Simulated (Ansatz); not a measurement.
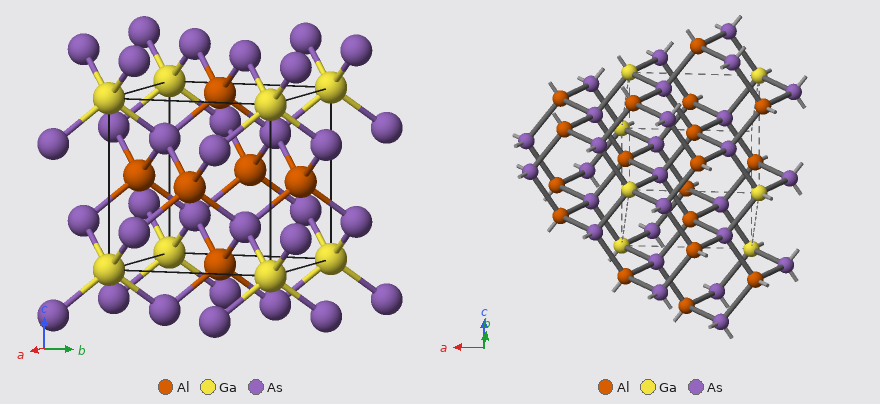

Left: the structure. Right: its underlying net. Nodes are coloured by element. Edges to nodes outside the piece are drawn as stubs.

Al₃GaAs₄ (space group P-43m, No. 215): coordinates from a relaxation with DFT PBE, scalar-relativistic, plane waves, PAW (Ansatz); the starting structure was generated, so it need not be a known form of this composition.

Bonds are taken as Al–As below 2.8 Å and As–Ga below 2.8 Å. The graph is simplified in the usual way: terminal and isolated atoms are pruned, two-connected atoms become edges.

The result is a uninodal 4-connected, three-periodic net: Al, Ga and As are 4-connected nodes. It is the dia net, known from diamond, zinc blende and cristobalite. It is a single net, without interpenetration.

```tsv
node	links	point symbol	coordination sequence
Al, Ga and As	4	6⁶	4 12 24 42 64 92 124 162
```
